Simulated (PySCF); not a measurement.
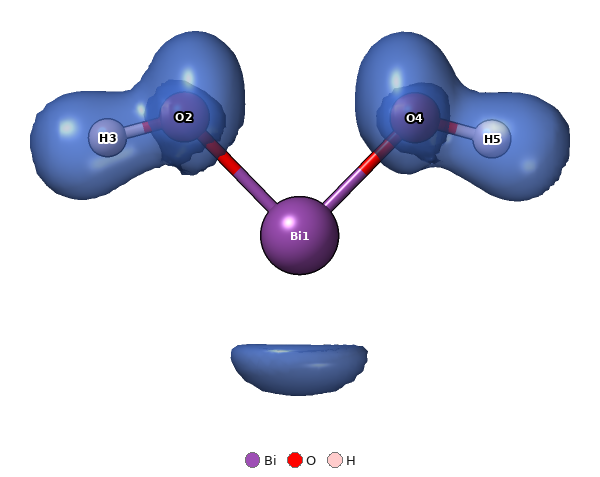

BiH2O2 (charge +1). Isosurface of the electron localisation function at 0.75 (blue), seen at a tilt. Only the valence region is drawn (cores and ρ < 0.01 e/Å³ removed).

Core potentials replace the inner electrons of Bi.

All numbers below come from PySCF, RKS PBE0, Bi def2-SVP with ECP60, O def2-SVP, H def2-SVP; non-relativistic Hamiltonian with scalar-relativistic core potentials where named; density fitting.

```json
{"atom": "Bi", "x (Å)": "0.0000", "y (Å)": "0.0000", "z (Å)": "-0.4828"}
{"atom": "O", "x (Å)": "1.4069", "y (Å)": "-0.0358", "z (Å)": "0.9599"}
{"atom": "H", "x (Å)": "2.3444", "y (Å)": "-0.0629", "z (Å)": "0.7037"}
{"atom": "O", "x (Å)": "-1.4069", "y (Å)": "0.0358", "z (Å)": "0.9599"}
{"atom": "H", "x (Å)": "-2.3444", "y (Å)": "0.0629", "z (Å)": "0.7037"}
```

Describe the localisation domains.

The surface consists of one lobe on Bi, pointing away from the bonds (lone pairs) and two joined regions spread over several atoms (H, O), in which their bonds and any lone pairs are merged. Profiles from the grid: Bi–O (2.02 Å): the ELF peaks at about 0.80 in the valence shell of O, 0.6 Å from its nucleus, and drops to about 0.20 between the two atoms. O–H (0.97 Å): the ELF climbs to about 1 towards the hydrogen, as it does in any bond to H; a covalent bond by its length.
